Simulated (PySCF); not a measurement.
# C$_{4}$H$_{10}$OSi: what the fields show

| atom | x (Å) | y (Å) | z (Å) |
| --- | --- | --- | --- |
| C | 2.9444 | -0.0561 | 0.2313 |
| C | 1.8492 | -0.7106 | -0.1061 |
| C | 0.6073 | -0.0690 | -0.6356 |
| C | -0.5711 | -0.2701 | 0.3209 |
| Si | -2.1774 | 0.5321 | -0.3100 |
| O | -3.4183 | 0.2717 | 0.7112 |
| H | 3.8146 | -0.5542 | 0.6245 |
| H | 3.0176 | 1.0141 | 0.1228 |
| H | 1.7974 | -1.7858 | 0.0154 |
| H | 0.7789 | 0.9981 | -0.7869 |
| H | 0.3585 | -0.5103 | -1.6045 |
| H | -0.2934 | 0.1381 | 1.2969 |
| H | -0.7241 | -1.3416 | 0.4716 |
| H | -2.6698 | -0.1064 | -1.5232 |
| H | -1.9524 | 1.9723 | -0.4782 |
| H | -3.3688 | 0.4868 | 1.6384 |

Geometry: GFN2-xTB.

All numbers below come from PySCF, B3LYP/def2-SVPD, SCF density, gas phase.

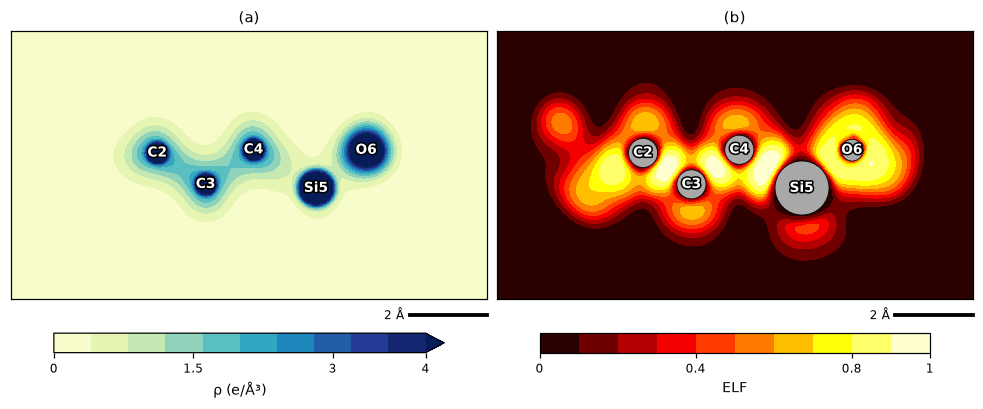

Figure 1. (a) electron density; (b) electron localisation function on the plane of atoms C3, C4 and Si5. Grey discs cover the atomic cores in the ELF map.

Question: Interpret the plot.

Answer:
- The section cuts through C, Si and O sites.
- Si–O (1.63 Å): ρ is about 1.1 e/Å³ halfway; the ELF peaks at about 0.90 between the atoms, as expected for a short, strongly polar bond.
- C–Si (1.90 Å): ρ at the midpoint is about 0.95 e/Å³; the ELF peaks at about 0.95 between the atoms, as expected for a shared electron pair.
- C–C (1.49 Å): ρ is about 1.8 e/Å³ halfway; the ELF peaks at about 0.95 between the atoms (a shared electron pair).
- The ELF also peaks beside O6, away from the bonds: lone-pair regions.

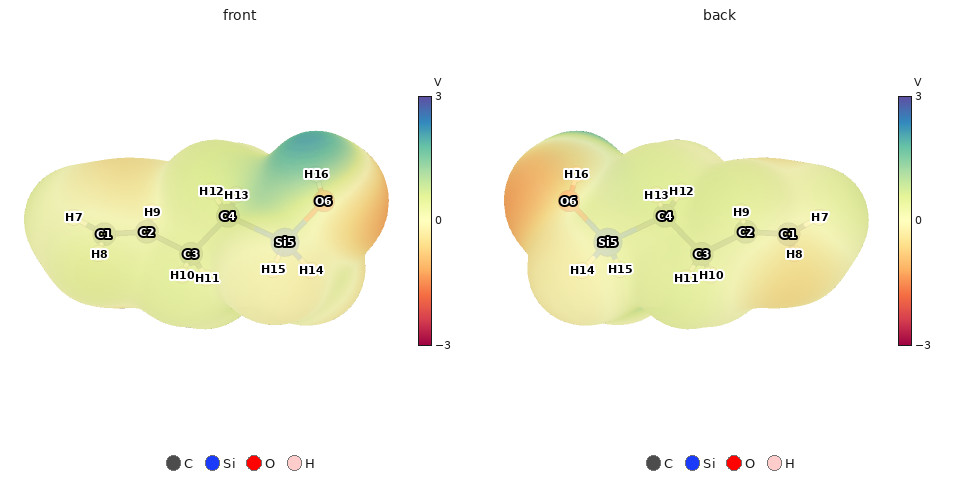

Figure 2. The electrostatic potential painted on the density surface at 0.001 e/bohr³, seen from the front and from behind; the colour scale runs from red (negative) to blue (positive).

Question: Describe the electrostatic potential map.

Answer: The most negative region (about −1.2 V, or −28 kcal/mol for a unit charge) lies over O6, the most positive (about +2.0 V, or +46 kcal/mol for a unit charge) over H16. O6 is the likeliest acceptor of a hydrogen bond.
